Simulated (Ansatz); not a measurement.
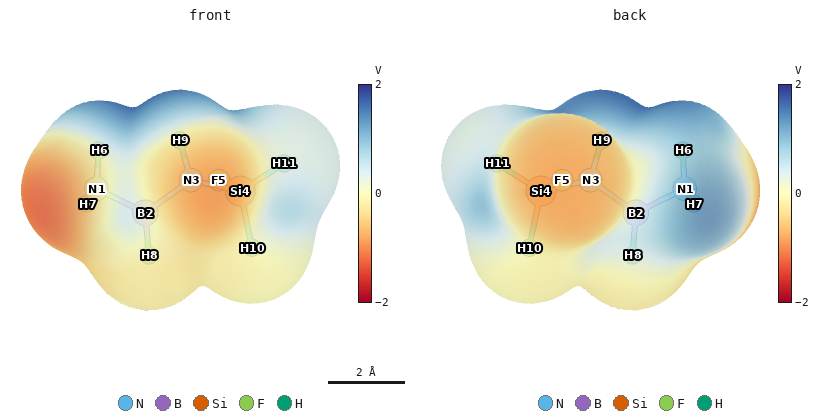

Figure. BFH$_{6}$N$_{2}$Si (SMILES NBN[SiH2]F). The electrostatic potential painted on the density surface at 0.001 e/bohr³, seen from the front and from behind; the colour scale runs from red (negative) to blue (positive).

Theory: SCF PBE, Gaussian basis (Ansatz 0.2.0).

```yaml
atoms:
  - { symbol: N, position_ang: [-0.7642, 1.4692, 1.3172] }
  - { symbol: B, position_ang: [-0.7791, 0.0572, 0.8441] }
  - { symbol: N, position_ang: [0.5151, -0.6578, 0.5771] }
  - { symbol: Si, position_ang: [0.6966, -1.0475, -1.1578] }
  - { symbol: F, position_ang: [0.6079, 0.3538, -2.0845] }
  - { symbol: H, position_ang: [0.1631, 1.9000, 1.3359] }
  - { symbol: H, position_ang: [-1.2888, 2.0543, 0.5688] }
  - { symbol: H, position_ang: [-1.7544, -0.5104, 0.7050] }
  - { symbol: H, position_ang: [1.3393, 0.0161, 0.8252] }
  - { symbol: H, position_ang: [-0.5246, -1.8970, -1.5015] }
  - { symbol: H, position_ang: [1.8544, -1.7948, -1.4089] }
```

Where is the surface potential most negative and most positive?

Answer. The most negative region (about −1.2 V) lies over N1, the most positive (about +1.6 V) over H6 and H9. N1 is the likeliest acceptor of a hydrogen bond.
